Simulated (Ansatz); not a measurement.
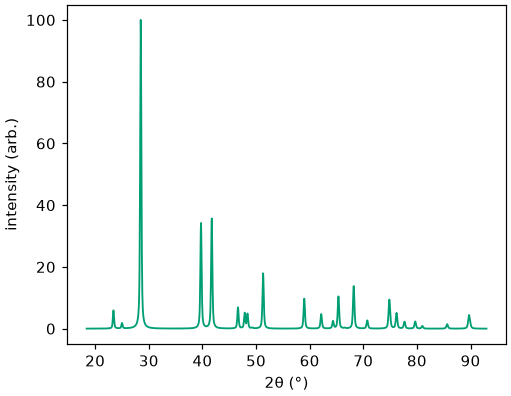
Simulated powder pattern, Cu Kα, λ = 1.54184 Å

The pattern belongs to a structure relaxed with r²SCAN+D4 (plane waves, PAW; program Ansatz).

Q: Which of these materials gives this?
A) Bi, A7 (α-As type)
B) Ta, bcc (W type)
C) Sb, A7 (α-As type)
D) Rh, fcc (Cu type)

A: C, Sb, A7 (α-As type)

Space group R-3m (A7 (α-As type)). The r²SCAN+D4 relaxation kept the symmetry of its start. Scalar-relativistic: spin–orbit coupling is off unless named, which matters more the heavier the elements.

Potentials: the later of the program's two PAW sets.
